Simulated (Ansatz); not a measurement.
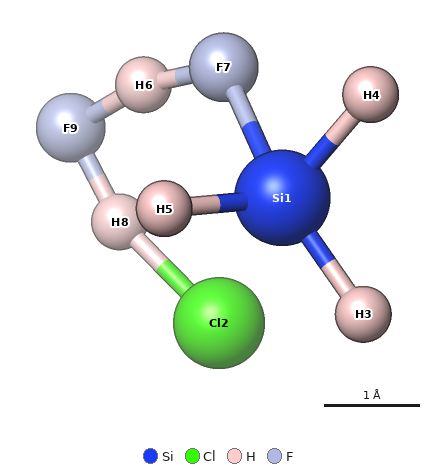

**Figure 1.** The input geometry (ball-and-stick view, seen at a tilt; atoms are numbered from 1 in the order of the input). Bond lengths as drawn: Cl–H 1.60 Å, F–H 1.12 to 1.16 Å, F–Si 1.89 Å and H–Si 1.50 to 1.51 Å.

Phonon calculation, with input and output: SiH5ClF2

The run: phonon calculation of SiH5ClF2. Method and program: RKS PBE-D4/def2-SVP (Ansatz 0.2.0).

It belongs to a series of runs on one base structure; here: vibrations at the highest image of the band. Figures and captions count atoms from 1; the log counts them from 0 in places.

Input file:
```yaml
crystal:
  periodic: [false, false, false]
  atoms:
    - { symbol: Si, position_ang: [-0.413472, 0.90759, -0.650218] }
    - { symbol: Cl, position_ang: [1.024319, -1.026467, -1.027721] }
    - { symbol: H, position_ang: [-0.206893, 1.017035, -2.139454] }
    - { symbol: H, position_ang: [-1.847114, 1.352243, -0.519498] }
    - { symbol: H, position_ang: [0.551404, 1.808038, 0.053242] }
    - { symbol: H, position_ang: [-0.104122, -0.853385, 1.343839] }
    - { symbol: F, position_ang: [-0.868302, -0.149614, 0.853239] }
    - { symbol: H, position_ang: [1.080263, -1.497428, 0.50247] }
    - { symbol: F, position_ang: [0.784017, -1.558113, 1.584003] }
basis:
  gaussian: { orbitals: def2-SVP }
hamiltonian:
  xc: pbe
  dispersion: d4
phonons: {}
```

Hardware: 2 threads of Arm Neoverse V1, 24 GiB of memory available, shared host.

Run as:
```bash
ansatz run input.yaml --threads 2 --pin off --max-ram 3072MiB --backend cpu --events-out ev --progress --plain --runs-dir out
```

Output:
```
Engine: ansatz 0.2.0, aarch64-unknown-linux-gnu
Functional definition: PBE
  parameter kappa = 0.804
  parameter beta = 0.06672455060314922
  exchange = pbe_x(kappa = kappa, mu = beta*pi^2/3)
  correlation = pbe_c(beta = beta)
977 factors; their error is unknown
mean field evaluation 1: about -25888.4985 eV, gradient 3.5e1 eV
mean field evaluation 2: about -25885.9467 eV, gradient 5.6e1 eV
mean field evaluation 4: about -25890.6137 eV, gradient 2.0e0 eV
mean field evaluation 8: about -25890.6257 eV, gradient 5.3e-2 eV
mean field evaluation 16: about -25890.5585 eV, gradient 1.3e-5 eV
mean field -25890.55849515 eV, -951.4604754458 hartree, gradient 1.3e-5 eV, S^2 0.000000; 0 other end points of the search recorded, 0 dependent functions left out
the calculation of the forces begins
reference -25890.55852516 eV, -951.4604765487 hartree; 27, 27 occupied and 62, 62 virtual orbitals, 977 factors
these checks for a lower state are left out or cut short: stability, starts, cluster_reference, orbital_swaps, neighbouring_geometries, increment
977 factors; their error is unknown
mean field -25890.55840779 eV, -951.4604722353 hartree, gradient 2.4e-6 eV, S^2 0.000000; 0 other end points of the search recorded, 0 dependent functions left out
[... from here on the field's lines of each further geometry are left out, up to the last ...]
the calculation of the forces begins
reference -25890.55848079 eV, -951.4604749181 hartree; 27, 27 occupied and 62, 62 virtual orbitals, 977 factors
these checks for a lower state are left out or cut short: stability, starts, cluster_reference, orbital_swaps, neighbouring_geometries, increment
977 factors; their error is unknown
mean field -25890.55842666 eV, -951.4604729291 hartree, gradient 2.5e-6 eV, S^2 0.000000; 0 other end points of the search recorded, 0 dependent functions left out
the calculation of the forces begins
reference -25890.55845667 eV, -951.4604740320 hartree; 27, 27 occupied and 62, 62 virtual orbitals, 977 factors
WARN: phonons: modes at or below zero, which the zero-point energy, F, S and C_V leave out: 1, the lowest at -473.59 cm⁻¹. A minimum has none, and a first-order saddle one
Total energy: -25890.71626264 eV, -951.4662732943 hartree
Atom 0 at    -0.413472     0.907590    -0.650218 Å, force     0.006213     0.009022     0.002927 eV/Å
Atom 1 at     1.024319    -1.026467    -1.027721 Å, force     0.003360    -0.003783    -0.001953 eV/Å
Atom 2 at    -0.206893     1.017035    -2.139454 Å, force    -0.003907    -0.003853     0.001258 eV/Å
Atom 3 at    -1.847114     1.352243    -0.519498 Å, force    -0.003064     0.001656     0.003959 eV/Å
Atom 4 at     0.551404     1.808038     0.053242 Å, force    -0.001123    -0.000486    -0.000805 eV/Å
Atom 5 at    -0.104122    -0.853385     1.343839 Å, force    -0.002726     0.005534    -0.006855 eV/Å
Atom 6 at    -0.868302    -0.149614     0.853239 Å, force    -0.002896    -0.003812    -0.005636 eV/Å
Atom 7 at     1.080263    -1.497428     0.502470 Å, force    -0.000628    -0.003147     0.011992 eV/Å
Atom 8 at     0.784017    -1.558113     1.584003 Å, force     0.004769    -0.001132    -0.004887 eV/Å
Dipole moment:    -0.014789     0.027378     0.121918 e Å
Vibrations: -473.59 65.00 161.55 260.49 344.53 418.00 605.65 660.00 684.31 794.34 834.94 903.00 944.16 1073.99 1076.25 1239.89 1566.74 2129.85 2144.01 2197.06 2220.05 cm⁻¹, zero-point energy 1.259916 eV
```

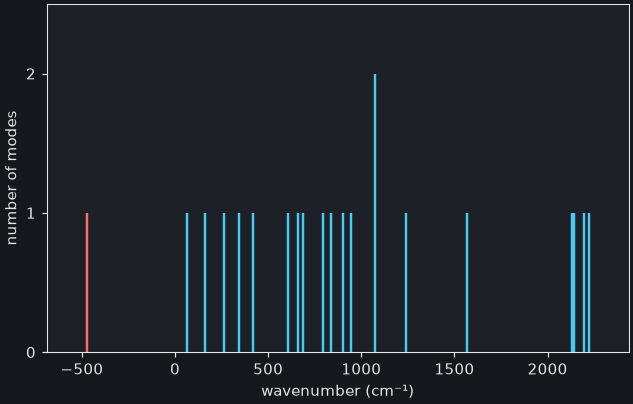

**Figure 2.** Harmonic vibrational wavenumbers from the force constants; neighbouring modes closer than 12 cm⁻¹ are counted in one stick, and imaginary ones are drawn at negative wavenumbers. 21 modes from 474i to 2220 cm⁻¹, 1 imaginary beyond 8i (474i cm⁻¹): a first-order saddle point, if the geometry is stationary.

Results in brief:

| quantity | value |
| --- | --- |
| outcome | converged |
| total energy | −25890.7163 eV |
| mean-field energy | −25890.5585 eV |
| largest force (length of the vector) | 0.012 eV/Å |
| wall time | 47 s (CPU time 90 s) |
| peak memory | 0.12 GiB |
